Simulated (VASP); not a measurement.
Band structure of YN (relaxed from the CsCl type structure, space group Pm-3m). All values below come from PBEsol GGA, VASP's PBE PAW potentials (set 64) (plane waves; VASP).

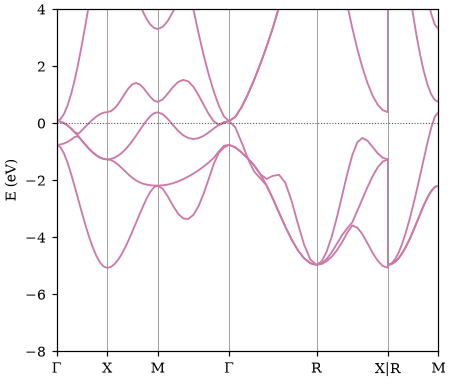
Figure. Bands along high-symmetry lines, zero at the valence-band maximum or, without a gap, the Fermi level

Problem. Read the plot: is there a gap, and where are the band edges?

Solution. It has no gap at this level: it comes out as a metal or semimetal. (Edges off the drawn lines would not show.)

The structure was generated: YN was put into the CsCl type type (Pm-3m), which need not be its known phase. It was relaxed first, which changed the volume by -34 %.
